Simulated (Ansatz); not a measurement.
C10H30Si4 (SMILES C[Si](C)(C)[Si](C)(C)[Si](C)(C)[Si](C)(C)C)

Input file:

```
crystal:
  periodic: [false, false, false]
  atoms:
    - {symbol: C, position_ang: [4.215958, 0.250141, -1.447746]}
    - {symbol: Si, position_ang: [2.957189, 0.309699, -0.022136]}
    - {symbol: C, position_ang: [3.358034, -1.076358, 1.217586]}
    - {symbol: C, position_ang: [3.095055, 1.993431, 0.850877]}
    - {symbol: Si, position_ang: [0.784774, 0.027926, -0.894648]}
    - {symbol: C, position_ang: [0.310460, 1.594512, -1.881855]}
    - {symbol: C, position_ang: [0.778853, -1.477672, -2.072220]}
    - {symbol: Si, position_ang: [-0.765010, -0.357690, 0.839300]}
    - {symbol: C, position_ang: [-0.456811, 0.843821, 2.293633]}
    - {symbol: C, position_ang: [-0.560851, -2.154129, 1.459508]}
    - {symbol: Si, position_ang: [-2.972119, -0.061498, 0.064087]}
    - {symbol: C, position_ang: [-3.232661, -1.004774, -1.567202]}
    - {symbol: C, position_ang: [-4.187429, -0.728456, 1.367409]}
    - {symbol: C, position_ang: [-3.322241, 1.786584, -0.215343]}
    - {symbol: H, position_ang: [4.013297, 1.046062, -2.193662]}
    - {symbol: H, position_ang: [5.250244, 0.394625, -1.068802]}
    - {symbol: H, position_ang: [4.179010, -0.725687, -1.974003]}
    - {symbol: H, position_ang: [4.401182, -0.988693, 1.588722]}
    - {symbol: H, position_ang: [3.246502, -2.077449, 0.752231]}
    - {symbol: H, position_ang: [2.680991, -1.033939, 2.095469]}
    - {symbol: H, position_ang: [2.877763, 2.824137, 0.148175]}
    - {symbol: H, position_ang: [2.380997, 2.069574, 1.695922]}
    - {symbol: H, position_ang: [4.118921, 2.148206, 1.252731]}
    - {symbol: H, position_ang: [0.237945, 2.478865, -1.216352]}
    - {symbol: H, position_ang: [1.066782, 1.816856, -2.663535]}
    - {symbol: H, position_ang: [-0.670388, 1.465036, -2.385128]}
    - {symbol: H, position_ang: [1.490767, -1.326209, -2.910385]}
    - {symbol: H, position_ang: [-0.229552, -1.646342, -2.503832]}
    - {symbol: H, position_ang: [1.077270, -2.400817, -1.534632]}
    - {symbol: H, position_ang: [-0.500555, 1.899273, 1.955483]}
    - {symbol: H, position_ang: [0.542061, 0.671763, 2.746145]}
    - {symbol: H, position_ang: [-1.218472, 0.708836, 3.089953]}
    - {symbol: H, position_ang: [0.468914, -2.336573, 1.830882]}
    - {symbol: H, position_ang: [-0.761477, -2.878688, 0.644026]}
    - {symbol: H, position_ang: [-1.268217, -2.368743, 2.287677]}
    - {symbol: H, position_ang: [-2.995940, -2.082599, -1.451324]}
    - {symbol: H, position_ang: [-2.582486, -0.599910, -2.369838]}
    - {symbol: H, position_ang: [-4.285963, -0.923361, -1.909998]}
    - {symbol: H, position_ang: [-5.238638, -0.590958, 1.035333]}
    - {symbol: H, position_ang: [-4.026081, -1.810904, 1.548575]}
    - {symbol: H, position_ang: [-4.065250, -0.200260, 2.335415]}
    - {symbol: H, position_ang: [-2.639151, 2.216242, -0.975968]}
    - {symbol: H, position_ang: [-4.365091, 1.943533, -0.564018]}
    - {symbol: H, position_ang: [-3.188636, 2.362557, 0.723528]}
basis:
  gaussian: {orbitals: def2-TZVP, fitting: {mean_field: def2-universal-jkfit}, initial_orbitals: start.molden}
hamiltonian: {xc: pbe0, dispersion: d4}
scf: {omitted_lower_state_checks: [starts]}
output: {orbitals: {seedname: orbitals}}
```

Command:

```sh
ansatz run in.yaml --threads 2 --pin off --events-out ev --progress --plain --max-ram 32768MiB --backend cuda --devices 0, --max-vram 18GiB
```

Geometry: PBE-D4/def2-SVP.

Method: Ansatz, RKS PBE0-D4/def2-TZVP.

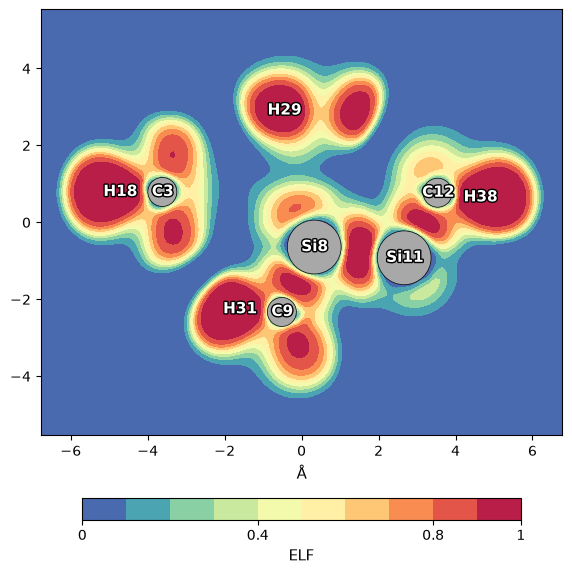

Figure 1. Electron localisation function on the plane of atoms Si11, C12 and H38. Grey discs cover the atomic cores.

Describe what can be read from this map.

The section cuts through C, Si and H sites. C–Si (1.91 Å): the ELF peaks at about 0.95 between the atoms; a shared electron pair. Si–Si (2.36 Å): the ELF peaks at about 1 between the atoms; a shared electron pair. C–H (1.11 Å): the ELF climbs to about 1 towards the hydrogen, as it does in any bond to H (a covalent bond by its length).

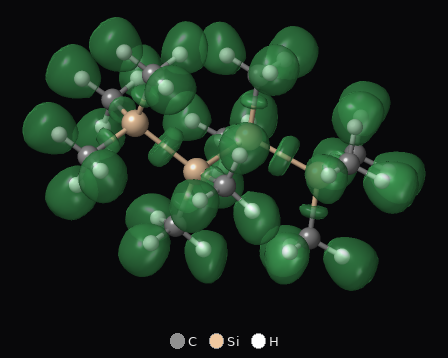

Figure 2. Isosurface of the ELF at 0.9 (green), seen at a tilt. Core shells and regions of very low density are left out.

Identify the bonds, lone pairs and shells in this picture.

The ELF exceeds this value in ten regions between bonded C–Si atoms (shared pairs), three regions between bonded Si–Si atoms (shared pairs) and 30 regions around hydrogen nuclei. Along the contacts the grid gives the following. C–Si (1.90 Å): the ELF peaks at about 0.95 between the atoms (localised, covalent bonding).

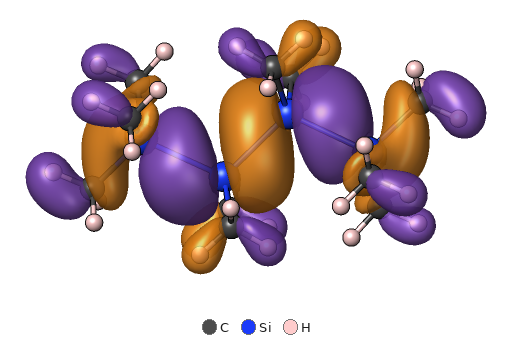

Figure 3. The HOMO at ±0.05 Å⁻³ᐟ² (orange and purple are the two phases), seen across its widest extent.

What is the character of this orbital?

It lies mainly on Si8 (about 20 %), Si5 (about 20 %), Si2 (about 15 %) and Si11 (about 15 %). Its energy is −6.24 eV.
